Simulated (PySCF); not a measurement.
**BH$_{2}$ (charge +1): single-point calculation**

The run: single-point calculation of BH$_{2}$, charge +1. Method and program: RKS-based PBE, B def2-TZVP, H def2-TZVP; non-relativistic Hamiltonian; density fitting (PySCF 2.14.0).

The geometry comes from this level: PBE0.

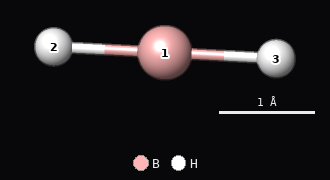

Fig. 1: The input geometry (ball-and-stick view, seen at a tilt; atoms are numbered from 1 in the order of the input). Bond lengths as drawn: B–H 1.18 Å.

### Key numbers

```tsv
quantity	value
outcome	converged
total energy	−25.574894 hartree
HOMO	−18.95 eV
LUMO	−12.10 eV
hardware	2 threads of Intel Xeon (Sapphire Rapids), 64 GiB of memory available, shared host
wall time	1.6 s (CPU time 3.1 s)
peak memory	0.49 GiB
```

### The input
```python
from pyscf import gto, scf, dft
mol = gto.M(atom='''
B      0.000000     0.000000     0.000000
H     -0.000000     0.000000     1.179166
H      0.000000    -0.000000    -1.179166''',
    basis={'B': 'def2-TZVP', 'H': 'def2-TZVP'},
    charge=1, spin=0)
mf = dft.RKS(mol, xc='PBE')
mf.grids.atom_grid = (75, 302)
aux = {'B': 'def2-universal-JKFIT', 'H': 'def2-universal-JKFIT'}
mf = mf.density_fit(auxbasis=aux)
mf.conv_tol = 1e-09
mf.diis_space = 10
mf.max_cycle = 60
mf.verbose = 4
mf.kernel()
```

The script is an equivalent of the set-up of the self-consistent field. The run itself was carried out by a driver, which started from the orbitals of the step before it where there was one and computed the further properties.

Run as:
```bash
OMP_NUM_THREADS=2 python axn.py task.json out
```

### What the program printed
```
init E= -25.5745345533793
  HOMO = -0.695560248014839  LUMO = -0.444410071885109  gap/eV = 6.83414
cycle= 1 E= -25.5748915445749  delta_E= -0.000357  |g|= 0.00306  |ddm|= 0.0451
  HOMO = -0.696419624667559  LUMO = -0.444527704279957  gap/eV = 6.85433
cycle= 2 E= -25.5748934654856  delta_E= -1.92e-06  |g|= 0.00128  |ddm|= 0.00537
  HOMO = -0.696407758185783  LUMO = -0.444804446153414  gap/eV = 6.84647
cycle= 3 E= -25.5748940196729  delta_E= -5.54e-07  |g|= 0.000243  |ddm|= 0.00148
  HOMO = -0.696338105073279  LUMO = -0.444726300154848  gap/eV = 6.84671
cycle= 4 E= -25.5748940374681  delta_E= -1.78e-08  |g|= 1.36e-05  |ddm|= 0.000251
  HOMO = -0.69634686191854  LUMO = -0.444731539855304  gap/eV = 6.84680
cycle= 5 E= -25.5748940375294  delta_E= -6.13e-11  |g|= 1.01e-06  |ddm|= 2.2e-05
  HOMO = -0.696346181492906  LUMO = -0.444730867108671  gap/eV = 6.84680
Extra cycle  E= -25.5748940375296  delta_E= -2.59e-13  |g|= 6.01e-07  |ddm|= 1.84e-06
converged SCF energy = -25.5748940375296
```

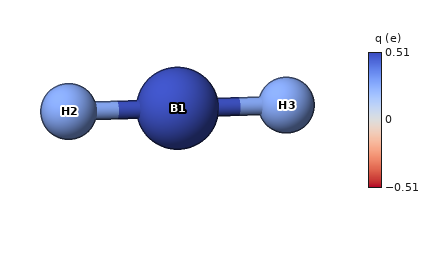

Fig. 2: Mulliken charges, as the colour of each atom (ball-and-stick view, seen at a tilt; atoms are numbered from 1 in the order of the input). By element: B +0.49 and H +0.26 e.
